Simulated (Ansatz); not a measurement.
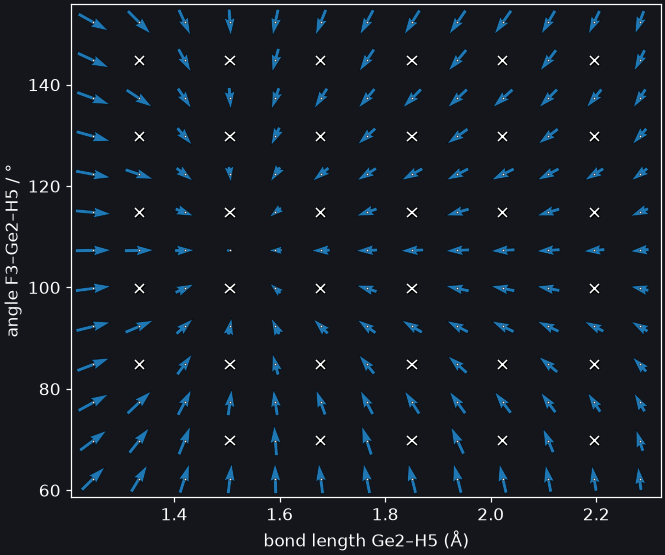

FGeH2O, SMILES [O][GeH2][F], spin multiplicity 2. 
- First axis: bond length Ge2–H5. Second axis: angle F3–Ge2–H5.
- Nothing is relaxed (all other coordinates rigid).
- The grid has 13 × 13 points. At 34 points there is no value.
- Points are written as (first, second).
- In part of the range the unrestricted reference is strongly spin-contaminated.
- Method: UHF/def2-TZVP in Ansatz 0.2.0.

In the figure: crosses at grid points without a value, dots at the grid points, arrows along the force (downhill), their lengths compressed.

The arrows alone are given. Where is the energy lowest?

Answer. The arrows converge at about (1.521 Å, 107°) (read from the interpolated surface).

The energy map of the same scan:

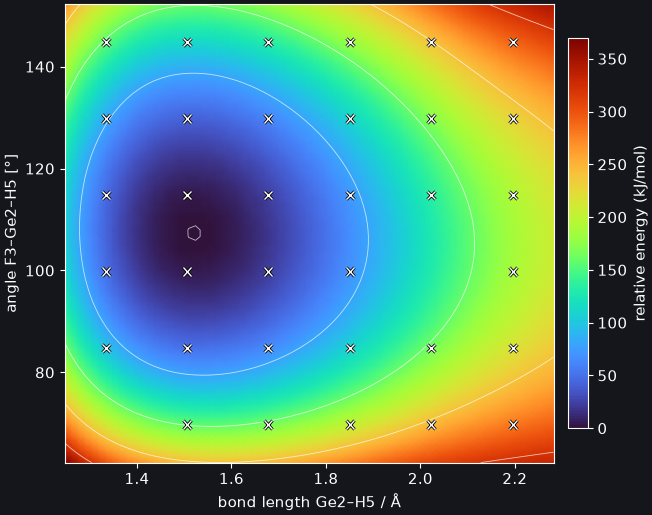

Energies are in kJ/mol, from the lowest grid point; between grid points the surface is interpolated.
